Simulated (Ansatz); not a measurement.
# Nudged elastic band, with input and output: C2H11NOSi2

- system: C2H11NOSi2
- method: RKS B3LYP-D4/6-31G (Ansatz 0.2.0)

One setting was made poor on purpose. It belongs to a series of runs on one base structure; here: band between the two ends. Figures and captions count atoms from 1; the log counts them from 0 in places.

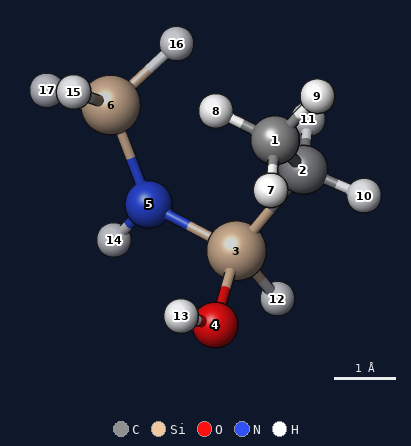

Fig. 1: The input geometry (ball-and-stick view, seen at a tilt; atoms are numbered from 1 in the order of the input).

### Input file
```yaml
crystal:
  periodic: [false, false, false]
  atoms:
    - { symbol: C, position_ang: [1.691161, -0.759891, -0.618034] }
    - { symbol: C, position_ang: [0.938026, 0.514242, -1.050471] }
    - { symbol: Si, position_ang: [-0.962175, 0.357042, -0.99215] }
    - { symbol: O, position_ang: [-1.46783, -1.119285, -1.748968] }
    - { symbol: "N", position_ang: [-1.498193, 0.488694, 0.694069] }
    - { symbol: Si, position_ang: [-0.547075, 0.423521, 2.202455] }
    - { symbol: H, position_ang: [1.398146, -1.616158, -1.236907] }
    - { symbol: H, position_ang: [1.493387, -1.021469, 0.428217] }
    - { symbol: H, position_ang: [2.774825, -0.632919, -0.722425] }
    - { symbol: H, position_ang: [1.207737, 0.76647, -2.08412] }
    - { symbol: H, position_ang: [1.238723, 1.370401, -0.432846] }
    - { symbol: H, position_ang: [-1.67024, 1.373743, -1.831293] }
    - { symbol: H, position_ang: [-1.294171, -1.995945, -1.36914] }
    - { symbol: H, position_ang: [-2.498101, 0.601302, 0.827344] }
    - { symbol: H, position_ang: [-0.075793, -0.963157, 2.560043] }
    - { symbol: H, position_ang: [0.677098, 1.289154, 2.100505] }
    - { symbol: H, position_ang: [-1.424626, 0.923653, 3.314019] }
basis:
  gaussian: { orbitals: "6-31G" }
hamiltonian:
  xc: b3lyp
  dispersion: d4
neb:
  order_check: false
  images: 1
  f_tol: 0.05
  max_iterations: 37
  climbing: true
  final_atoms:
    - { symbol: C, position_ang: [1.61847504, -0.92892882, -0.58118903] }
    - { symbol: C, position_ang: [0.98481802, 0.39289947, -1.05978064] }
    - { symbol: Si, position_ang: [-0.92203462, 0.40600784, -1.01121054] }
    - { symbol: O, position_ang: [-1.55159986, -1.0472427, -1.71887795] }
    - { symbol: "N", position_ang: [-1.45121281, 0.64374242, 0.66547696] }
    - { symbol: Si, position_ang: [-0.51724962, 0.54792471, 2.18262484] }
    - { symbol: H, position_ang: [1.25598038, -1.77434995, -1.17772689] }
    - { symbol: H, position_ang: [1.38908832, -1.13977261, 0.47014135] }
    - { symbol: H, position_ang: [2.7099773, -0.90144829, -0.67690048] }
    - { symbol: H, position_ang: [1.28204246, 0.58728201, -2.09839035] }
    - { symbol: H, position_ang: [1.35700566, 1.23793464, -0.46627815] }
    - { symbol: H, position_ang: [-1.53561895, 1.44958482, -1.89073585] }
    - { symbol: H, position_ang: [-1.45462376, -1.92038697, -1.30512223] }
    - { symbol: H, position_ang: [-2.43788062, 0.84850607, 0.78669715] }
    - { symbol: H, position_ang: [0.78214492, 1.29148586, 2.05803348] }
    - { symbol: H, position_ang: [-1.34982555, 1.16798399, 3.267679] }
    - { symbol: H, position_ang: [-0.17858731, -0.8618245, 2.59585734] }
  initial_path:
    images:
      - { positions_ang: [[1.691161, -0.759891, -0.618034], [0.938026, 0.514242, -1.050471], [-0.962175, 0.357042, -0.99215], [-1.46783, -1.119285, -1.748968], [-1.498193, 0.488694, 0.694069], [-0.547075, 0.423521, 2.202455], [1.398146, -1.616158, -1.236907], [1.493387, -1.021469, 0.428217], [2.774825, -0.632919, -0.722425], [1.207737, 0.76647, -2.08412], [1.238723, 1.370401, -0.432846], [-1.67024, 1.373743, -1.831293], [-1.294171, -1.995945, -1.36914], [-2.498101, 0.601302, 0.827344], [-0.075793, -0.963157, 2.560043], [0.677098, 1.289154, 2.100505], [-1.424626, 0.923653, 3.314019]] }
      - { positions_ang: [[1.80919311, -1.1087427, -0.77902587], [1.07105253, 0.2771377, -0.98089514], [-0.79729207, 0.31822442, -0.68550439], [-1.51128152, -0.70540834, -1.66428019], [-1.22120696, -0.26449729, 0.82811826], [-0.85352377, 0.8735674, 2.06313384], [1.35965985, -1.82301899, -1.45567153], [1.69397147, -1.4095784, 0.2299636], [2.82702735, -0.96619103, -0.97433545], [1.25526134, 0.61732448, -1.98519913], [1.55803124, 1.01400789, -0.31189634], [-1.30455042, 1.68148303, -0.86257745], [-1.45893972, -1.64051609, -1.50900133], [-2.25848464, -0.37195015, 0.85477968], [-0.17912887, 2.04169669, 1.45844194], [-2.0833761, 1.24762942, 2.8184652], [0.07448618, 0.21822996, 2.99578231]] }
      - { positions_ang: [[1.61847504, -0.92892882, -0.58118903], [0.98481802, 0.39289947, -1.05978064], [-0.92203462, 0.40600784, -1.01121054], [-1.55159986, -1.0472427, -1.71887795], [-1.45121281, 0.64374242, 0.66547696], [-0.51724962, 0.54792471, 2.18262484], [1.25598038, -1.77434995, -1.17772689], [1.38908832, -1.13977261, 0.47014135], [2.7099773, -0.90144829, -0.67690048], [1.28204246, 0.58728201, -2.09839035], [1.35700566, 1.23793464, -0.46627815], [-1.53561895, 1.44958482, -1.89073585], [-1.45462376, -1.92038697, -1.30512223], [-2.43788062, 0.84850607, 0.78669715], [0.78214492, 1.29148586, 2.05803348], [-1.34982555, 1.16798399, 3.267679], [-0.17858731, -0.8618245, 2.59585734]] }
```

Hardware: 1 thread of Arm Neoverse V2, 24 GiB of memory available, shared host.

Run as:
```bash
ansatz run input.yaml --threads 1 --pin off --max-ram 2048MiB --backend cpu --events-out ev --progress --plain --runs-dir out
```

### The program's output
```
Engine: ansatz 0.2.0, aarch64-unknown-linux-gnu
Functional definition: B3LYP
  parameter a0 = 0.2
  parameter ax = 0.72
  parameter ac = 0.81
  exchange = (1 - a0 - ax)*slater_x + ax*b88_x + a0*exact_x
  correlation = (1 - ac)*vwn_rpa_c + ac*lyp_c
1176 factors; integrals over basis functions are off by at most 1.7e-4 eV
mean field evaluation 1: about -21530.3040 eV, gradient 8.3e1 eV
mean field evaluation 2: about -21509.0734 eV, gradient 1.3e2 eV
mean field evaluation 4: about -21544.4065 eV, gradient 6.4e0 eV
mean field evaluation 8: about -21544.5508 eV, gradient 2.2e-1 eV
mean field evaluation 16: about -21544.5509 eV, gradient 2.7e-5 eV
mean field -21544.55092981 eV, -791.7476432494 hartree, gradient 2.7e-5 eV, S^2 0.000000; 0 other end points of the search recorded, 0 dependent functions left out
the calculation of the forces begins
reference -21544.55122062 eV, -791.7476539364 hartree; 33, 33 occupied and 51, 51 virtual orbitals, 1176 factors
1176 factors; integrals over basis functions are off by at most 1.7e-4 eV
mean field evaluation 32: about -21544.5509 eV, gradient 2.5e-5 eV
mean field -21544.55085091 eV, -791.7476403499 hartree, gradient 2.7e-5 eV, S^2 0.000000; 0 other end points of the search recorded, 0 dependent functions left out
the calculation of the forces begins
reference -21544.55114126 eV, -791.7476510200 hartree; 33, 33 occupied and 51, 51 virtual orbitals, 1176 factors
NEB end point (image 0): max|allowed force component| = 1.075e-2 eV/Å (the criterion of neb.relax_end_points is 1.000e-2)
NEB end point (image 2): max|allowed force component| = 4.660e-3 eV/Å (the criterion of neb.relax_end_points is 1.000e-2)
1176 factors; integrals over basis functions are off by at most 1.8e-4 eV
mean field -21542.89092798 eV, -791.6866393072 hartree, gradient 3.7e-5 eV, S^2 0.000000; 0 other end points of the search recorded, 0 dependent functions left out
the calculation of the forces begins
reference -21542.89120606 eV, -791.6866495268 hartree; 33, 33 occupied and 51, 51 virtual orbitals, 1176 factors
NEB iter   1: max|band force component| = 5.810e0 eV/Å  barrier→ = 1.6538 eV  barrier← = 1.6538 eV  Δτ_max = 0.2000 Å  (78 SCF iters)
these checks for a lower state are left out or cut short: starts, cluster_reference, orbital_swaps, neighbouring_geometries, increment
1176 factors; integrals over basis functions are off by at most 1.8e-4 eV
mean field -21543.26895327 eV, -791.7005314803 hartree, gradient 1.5e-5 eV, S^2 0.000000; 0 other end points of the search recorded, 0 dependent functions left out
the calculation of the forces begins
reference -21543.26923264 eV, -791.7005417471 hartree; 33, 33 occupied and 51, 51 virtual orbitals, 1176 factors
NEB iter   2: max|band force component| = 5.907e0 eV/Å  barrier→ = 1.2783 eV  barrier← = 1.2783 eV  Δτ_max = 0.2000 Å  (28 SCF iters)
[... from here on the SCF iterations and repeated set-up lines of each step are left out, up to the last step ...]
NEB iter   3: max|band force component| = 5.040e0 eV/Å  barrier→ = 1.7624 eV  barrier← = 1.7624 eV  Δτ_max = 0.2000 Å  (28 SCF iters)
NEB iter   4: max|band force component| = 4.310e0 eV/Å  barrier→ = 2.4623 eV  barrier← = 2.4623 eV  Δτ_max = 0.1984 Å  (28 SCF iters)
NEB iter   5: max|band force component| = 3.867e0 eV/Å  barrier→ = 2.6132 eV  barrier← = 2.6133 eV  Δτ_max = 0.1966 Å  (29 SCF iters)
NEB iter   6: max|band force component| = 3.340e0 eV/Å  barrier→ = 2.7701 eV  barrier← = 2.7702 eV  Δτ_max = 0.1942 Å  (28 SCF iters)
NEB iter   7: max|band force component| = 2.927e0 eV/Å  barrier→ = 2.8677 eV  barrier← = 2.8678 eV  Δτ_max = 0.1954 Å  (28 SCF iters)
NEB iter   8: max|band force component| = 2.342e0 eV/Å  barrier→ = 2.5540 eV  barrier← = 2.5540 eV  Δτ_max = 0.1852 Å  (29 SCF iters)
NEB iter   9: max|band force component| = 1.927e0 eV/Å  barrier→ = 2.0044 eV  barrier← = 2.0045 eV  Δτ_max = 0.1977 Å  (29 SCF iters)
NEB iter  10: max|band force component| = 1.569e0 eV/Å  barrier→ = 1.5401 eV  barrier← = 1.5401 eV  Δτ_max = 0.1953 Å  (29 SCF iters)
NEB iter  11: max|band force component| = 1.239e0 eV/Å  barrier→ = 1.0786 eV  barrier← = 1.0786 eV  Δτ_max = 0.1971 Å  (28 SCF iters)
NEB iter  12: max|band force component| = 9.999e-1 eV/Å  barrier→ = 0.7279 eV  barrier← = 0.7280 eV  Δτ_max = 0.1947 Å  (29 SCF iters)
NEB iter  13: max|band force component| = 4.714e-1 eV/Å  barrier→ = 0.4601 eV  barrier← = 0.4601 eV  CI = image 1  Δτ_max = 0.1961 Å  (28 SCF iters)
NEB iter  14: max|band force component| = 3.263e-1 eV/Å  barrier→ = 0.3035 eV  barrier← = 0.3035 eV  CI = image 1  Δτ_max = 0.1965 Å  (28 SCF iters)
NEB iter  15: max|band force component| = 1.660e-1 eV/Å  barrier→ = 0.2015 eV  barrier← = 0.2015 eV  CI = image 1  Δτ_max = 0.1790 Å  (28 SCF iters)
NEB iter  16: max|band force component| = 1.584e-1 eV/Å  barrier→ = 0.1518 eV  barrier← = 0.1518 eV  CI = image 1  Δτ_max = 0.1265 Å  (28 SCF iters)
NEB iter  17: max|band force component| = 1.310e-1 eV/Å  barrier→ = 0.1365 eV  barrier← = 0.1365 eV  CI = image 1  Δτ_max = 0.1981 Å  (28 SCF iters)
NEB iter  18: max|band force component| = 1.437e-1 eV/Å  barrier→ = 0.1199 eV  barrier← = 0.1199 eV  CI = image 1  Δτ_max = 0.0996 Å  (28 SCF iters)
NEB iter  19: max|band force component| = 1.391e-1 eV/Å  barrier→ = 0.1062 eV  barrier← = 0.1062 eV  CI = image 1  Δτ_max = 0.0995 Å  (29 SCF iters)
NEB iter  20: max|band force component| = 1.293e-1 eV/Å  barrier→ = 0.0945 eV  barrier← = 0.0945 eV  CI = image 1  Δτ_max = 0.1981 Å  (29 SCF iters)
NEB iter  21: max|band force component| = 1.119e-1 eV/Å  barrier→ = 0.0705 eV  barrier← = 0.0705 eV  CI = image 1  Δτ_max = 0.2000 Å  (28 SCF iters)
NEB iter  22: max|band force component| = 2.204e-1 eV/Å  barrier→ = 0.0607 eV  barrier← = 0.0608 eV  CI = image 1  Δτ_max = 0.0996 Å  (28 SCF iters)
NEB iter  23: max|band force component| = 1.997e-1 eV/Å  barrier→ = 0.0493 eV  barrier← = 0.0493 eV  CI = image 1  Δτ_max = 0.1982 Å  (28 SCF iters)
NEB iter  24: max|band force component| = 1.598e-1 eV/Å  barrier→ = 0.0395 eV  barrier← = 0.0396 eV  CI = image 1  Δτ_max = 0.0971 Å  (28 SCF iters)
NEB iter  25: max|band force component| = 1.023e-1 eV/Å  barrier→ = 0.0382 eV  barrier← = 0.0382 eV  CI = image 1  Δτ_max = 0.0756 Å  (29 SCF iters)
NEB iter  26: max|band force component| = 5.149e-2 eV/Å  barrier→ = 0.0351 eV  barrier← = 0.0351 eV  CI = image 1  Δτ_max = 0.0898 Å  (30 SCF iters)
these checks for a lower state are left out or cut short: starts, cluster_reference, orbital_swaps, neighbouring_geometries, increment
1176 factors; integrals over basis functions are off by at most 1.7e-4 eV
mean field -21544.52233543 eV, -791.7465924252 hartree, gradient 2.1e-5 eV, S^2 0.000000; 0 other end points of the search recorded, 0 dependent functions left out
the calculation of the forces begins
reference -21544.52262726 eV, -791.7466031498 hartree; 33, 33 occupied and 51, 51 virtual orbitals, 1176 factors
1176 factors; integrals over basis functions are off by at most 1.7e-4 eV
mean field -21544.52233543 eV, -791.7465924252 hartree, gradient 2.1e-5 eV, S^2 0.000000; 1 other end points of the search recorded, 0 dependent functions left out
the calculation of the forces begins
reference -21544.52262726 eV, -791.7466031498 hartree; 33, 33 occupied and 51, 51 virtual orbitals, 1176 factors
NEB iter  27: max|band force component| = 4.296e-2 eV/Å  barrier→ = 0.0352 eV  barrier← = 0.0353 eV  CI = image 1  Δτ_max = 0.0000 Å  (57 SCF iters)
```

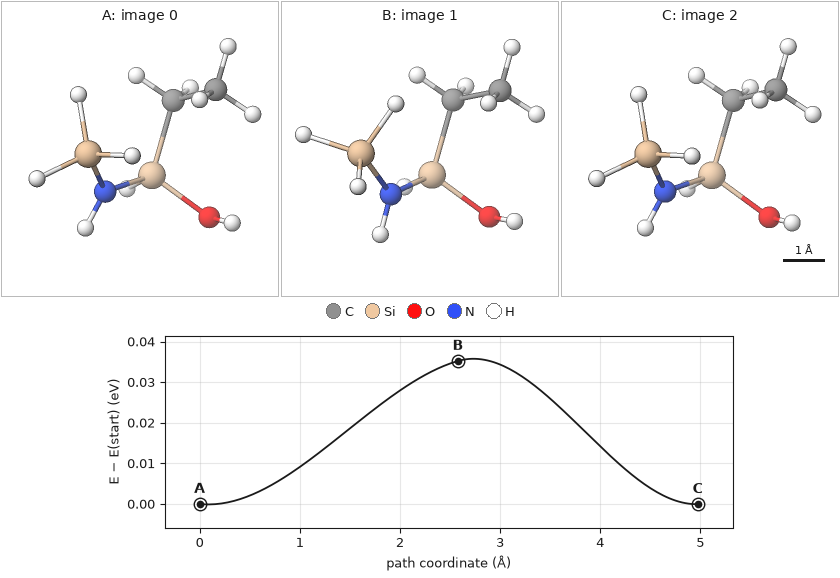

Fig. 2: Images of the last band (counted from 0; ball-and-stick, seen at a tilt) above the energy along the path; the line is a cubic interpolation that uses the forces. The highest image is number 1, 0.035 eV above the start and 0.035 eV above the end (the climbing image); start and end have the same energy. The path is 4.97 Å long. The band converged in 27 iterations.

```
Total energy: -21545.18880528 eV, -791.7710847406 hartree
Atom 0 at     1.701569    -0.797627    -0.745231 Å, force    -0.000060    -0.006377    -0.013402 eV/Å
Atom 1 at     0.894540     0.473522    -1.073182 Å, force     0.011415     0.022046    -0.004218 eV/Å
Atom 2 at    -0.991467     0.235610    -0.925056 Å, force    -0.035923    -0.016686    -0.005763 eV/Å
Atom 3 at    -1.482388    -1.256947    -1.659876 Å, force     0.013098    -0.003095     0.023861 eV/Å
Atom 4 at    -1.468114     0.271935     0.785976 Å, force     0.030816     0.021446    -0.008710 eV/Å
Atom 5 at    -0.528348     0.707784     2.238048 Å, force    -0.019404    -0.023946     0.043166 eV/Å
Atom 6 at     1.411320    -1.623510    -1.405485 Å, force    -0.000383    -0.000354    -0.000446 eV/Å
Atom 7 at     1.543461    -1.121504     0.289326 Å, force     0.000884    -0.001474     0.008611 eV/Å
Atom 8 at     2.776274    -0.630008    -0.879281 Å, force     0.004898    -0.001660     0.000789 eV/Å
Atom 9 at     1.096297     0.783316    -2.107017 Å, force     0.000334     0.004739     0.004754 eV/Å
Atom 10 at     1.211314     1.309109    -0.435546 Å, force     0.000703    -0.002021     0.003694 eV/Å
Atom 11 at    -1.761601     1.225320    -1.745946 Å, force    -0.004770    -0.004353     0.002358 eV/Å
Atom 12 at    -1.220004    -2.118346    -1.294418 Å, force    -0.007073     0.002619    -0.009454 eV/Å
Atom 13 at    -2.450353     0.079853     0.959974 Å, force    -0.019299    -0.000486    -0.015879 eV/Å
Atom 14 at     0.918264     0.396461     2.008146 Å, force     0.007441     0.021647     0.001698 eV/Å
Atom 15 at    -0.643060     2.161608     2.623631 Å, force     0.028565     0.004807    -0.031085 eV/Å
Atom 16 at    -1.026806    -0.097176     3.406235 Å, force    -0.011244    -0.016852     0.000025 eV/Å
Dipole moment:     0.226629    -0.050240     0.329338 e Å
this run last wrote the band of iteration 27 to [file]
```

### The last band as extended XYZ (Å, eV, eV/Å)
```
17
Properties=species:S:1:pos:R:3:forces:R:3 image=0 energy=-21545.22374
C     1.6912   -0.7599   -0.6180    0.0005  -0.0007  -0.0012
C     0.9380    0.5142   -1.0505   -0.0007  -0.0004  -0.0001
Si   -0.9622    0.3570   -0.9921    0.0005   0.0030   0.0042
O    -1.4678   -1.1193   -1.7490   -0.0047  -0.0108  -0.0062
N    -1.4982    0.4887    0.6941    0.0030  -0.0003   0.0081
Si   -0.5471    0.4235    2.2025    0.0023   0.0082  -0.0016
H     1.3981   -1.6162   -1.2369   -0.0007  -0.0001  -0.0021
H     1.4934   -1.0215    0.4282   -0.0014  -0.0003   0.0034
H     2.7748   -0.6329   -0.7224    0.0000   0.0013  -0.0002
H     1.2077    0.7665   -2.0841    0.0006   0.0016  -0.0023
H     1.2387    1.3704   -0.4328    0.0008  -0.0003   0.0019
H    -1.6702    1.3737   -1.8313    0.0003  -0.0008   0.0001
H    -1.2942   -1.9959   -1.3691    0.0023   0.0077   0.0023
H    -2.4981    0.6013    0.8273    0.0032  -0.0008  -0.0024
H    -0.0758   -0.9632    2.5600   -0.0024   0.0015   0.0006
H     0.6771    1.2892    2.1005   -0.0053  -0.0055  -0.0006
H    -1.4246    0.9237    3.3140    0.0016  -0.0032  -0.0040
17
Properties=species:S:1:pos:R:3:forces:R:3 image=1 energy=-21545.18851
C     1.7016   -0.7976   -0.7452   -0.0001  -0.0064  -0.0134
C     0.8945    0.4735   -1.0732    0.0114   0.0220  -0.0042
Si   -0.9915    0.2356   -0.9251   -0.0359  -0.0167  -0.0058
O    -1.4824   -1.2569   -1.6599    0.0131  -0.0031   0.0239
N    -1.4681    0.2719    0.7860    0.0308   0.0214  -0.0087
Si   -0.5283    0.7078    2.2380   -0.0194  -0.0239   0.0432
H     1.4113   -1.6235   -1.4055   -0.0004  -0.0004  -0.0004
H     1.5435   -1.1215    0.2893    0.0009  -0.0015   0.0086
H     2.7763   -0.6300   -0.8793    0.0049  -0.0017   0.0008
H     1.0963    0.7833   -2.1070    0.0003   0.0047   0.0048
H     1.2113    1.3091   -0.4355    0.0007  -0.0020   0.0037
H    -1.7616    1.2253   -1.7459   -0.0048  -0.0044   0.0024
H    -1.2200   -2.1183   -1.2944   -0.0071   0.0026  -0.0095
H    -2.4504    0.0799    0.9600   -0.0193  -0.0005  -0.0159
H     0.9183    0.3965    2.0081    0.0074   0.0216   0.0017
H    -0.6431    2.1616    2.6236    0.0286   0.0048  -0.0311
H    -1.0268   -0.0972    3.4062   -0.0112  -0.0169   0.0000
17
Properties=species:S:1:pos:R:3:forces:R:3 image=2 energy=-21545.22379
C     1.6185   -0.9289   -0.5812   -0.0008   0.0004  -0.0003
C     0.9848    0.3929   -1.0598    0.0017   0.0010  -0.0006
Si   -0.9220    0.4060   -1.0112    0.0014  -0.0011   0.0021
O    -1.5516   -1.0472   -1.7189   -0.0035  -0.0047  -0.0026
N    -1.4512    0.6437    0.6655    0.0000   0.0021   0.0016
Si   -0.5172    0.5479    2.1826    0.0005  -0.0002   0.0006
H     1.2560   -1.7744   -1.1777   -0.0006  -0.0010  -0.0012
H     1.3891   -1.1398    0.4701   -0.0004  -0.0002   0.0020
H     2.7100   -0.9014   -0.6769    0.0005   0.0014  -0.0006
H     1.2820    0.5873   -2.0984    0.0001   0.0006  -0.0009
H     1.3570    1.2379   -0.4663    0.0011   0.0002   0.0010
H    -1.5356    1.4496   -1.8907    0.0014   0.0000   0.0005
H    -1.4546   -1.9204   -1.3051    0.0006   0.0014  -0.0001
H    -2.4379    0.8485    0.7867   -0.0005  -0.0004   0.0004
H     0.7821    1.2915    2.0580   -0.0005  -0.0002  -0.0009
H    -1.3498    1.1680    3.2677   -0.0002   0.0001  -0.0004
H    -0.1786   -0.8618    2.5959   -0.0008   0.0003  -0.0005
```

### Key numbers

| quantity | value |
| --- | --- |
| outcome | converged |
| barrier, forward | 0.035 eV |
| barrier, backward | 0.035 eV |
| wall time | 3.4 min |
| peak memory | 0.23 GiB |

### Remarks

A deliberately poor setting: few images. The order of the saddle point was not checked.
